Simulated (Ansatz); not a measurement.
# CH3Cl3HfO (SMILES C[O][Hf]([Cl])([Cl])[Cl]): what the fields show

```yaml
atoms:
  - { symbol: C, position_ang: [-1.0946, -0.4797, -1.2509] }
  - { symbol: O, position_ang: [-0.2109, -0.0943, -0.2417] }
  - { symbol: Hf, position_ang: [0.9730, 0.4261, 1.1119] }
  - { symbol: Cl, position_ang: [1.9916, -1.4941, 1.9826] }
  - { symbol: Cl, position_ang: [2.5776, 1.8553, 0.1817] }
  - { symbol: Cl, position_ang: [-0.2470, 1.5339, 2.7753] }
  - { symbol: H, position_ang: [-1.0674, -1.5653, -1.3741] }
  - { symbol: H, position_ang: [-2.1115, -0.1755, -0.9905] }
  - { symbol: H, position_ang: [-0.8108, -0.0062, -2.1942] }
```

Geometry: PBE0-D4/def2-TZVP; core potentials replace the inner electrons of Hf.

The calculation used RKS PBE0-D4/def2-TZVPP (Ansatz).

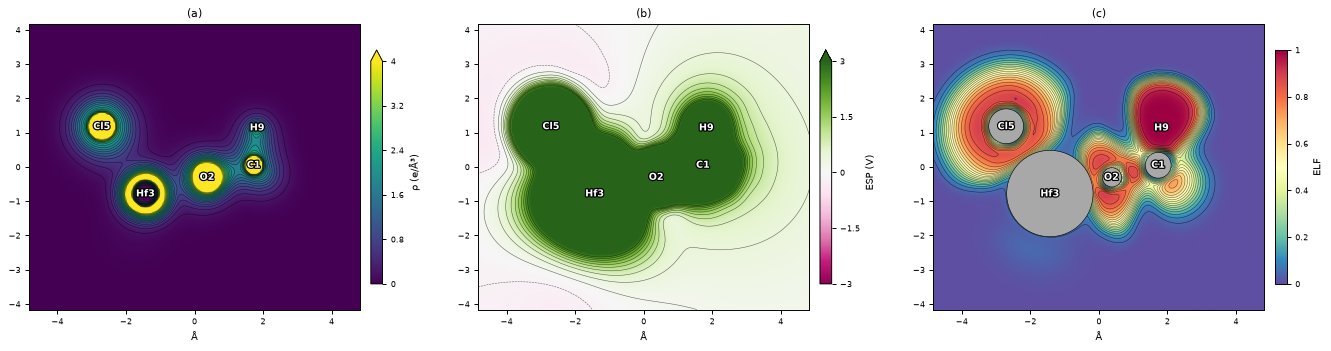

Figure 1. (a) electron density; (b) electrostatic potential; (c) ELF on the plane of atoms O2, Hf3 and Cl5. Grey discs cover the atomic cores in the ELF map.

Read the bonding off the picture.

Answer.
- The section cuts through C, O, Hf, Cl and H sites.
- C–O (1.40 Å): ρ is about 2.1 e/Å³ halfway, with its minimum of 1.7 e/Å³ about 0.5 Å from C; the ELF peaks at about 0.85 between the atoms (a polar covalent bond).
- Hf–O (1.87 Å): ρ is about 0.99 e/Å³ halfway; the ELF peaks at about 0.80 in the valence shell of O, 0.5 Å from its nucleus, and drops to about 0.20 between the two atoms.
- Hf–Cl (2.34 Å): ρ at the midpoint is about 0.62 e/Å³; the ELF peaks at about 0.85 in the valence shell of Cl, 0.8 Å from its nucleus, and is about 0.35 at the midpoint.
- C–H (1.09 Å): the density is about 2.1 e/Å³ at the midpoint; the ELF climbs to about 1 towards the hydrogen, as it does in any bond to H: an ordinary covalent bond to hydrogen.
- Outside the dense part of the molecule the potential is most negative (−0.4 V) near Cl5.

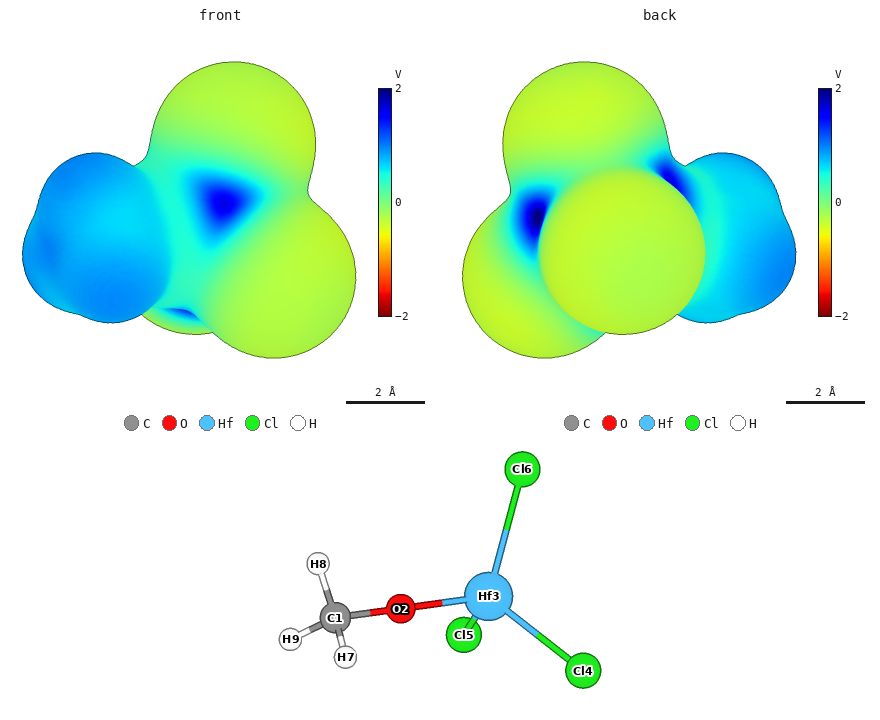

Figure 2. The electrostatic potential painted on the density surface at 0.001 e/bohr³, seen from the front and from behind; the colour scale runs from red (negative) to blue (positive). The bare structure is drawn below in the same view.

Where is the surface potential most negative and most positive?

Answer. The most negative region (about −0.4 V) lies over Cl4, Cl5 and Cl6, the most positive (about +1.7 V) over Hf3.

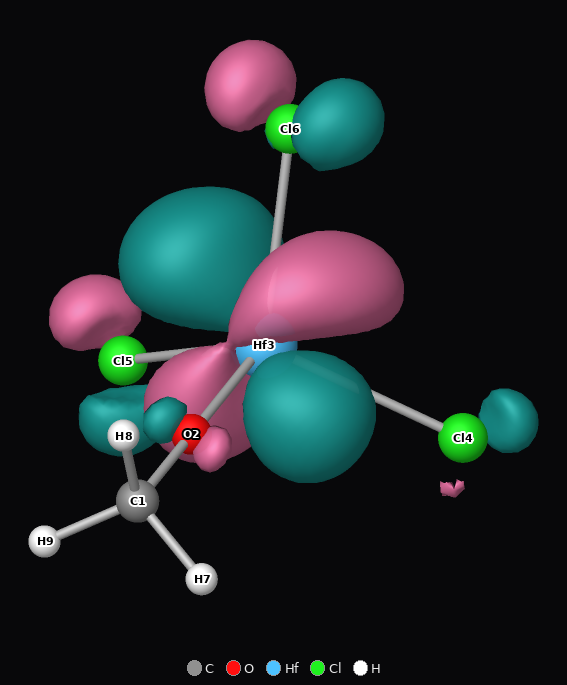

Figure 3. The LUMO at ±0.15 Å⁻³ᐟ² (teal and pink are the two phases), seen at an oblique angle.

Where does this orbital lie, and at what energy?

Answer. By Hirshfeld shares it lies mainly on Hf3 (about 65 %), Cl4 (about 10 %), Cl6 (about 10 %) and Cl5 (about 10 %). It is one of a degenerate set, so its orientation is arbitrary. Its energy is −1.28 eV.
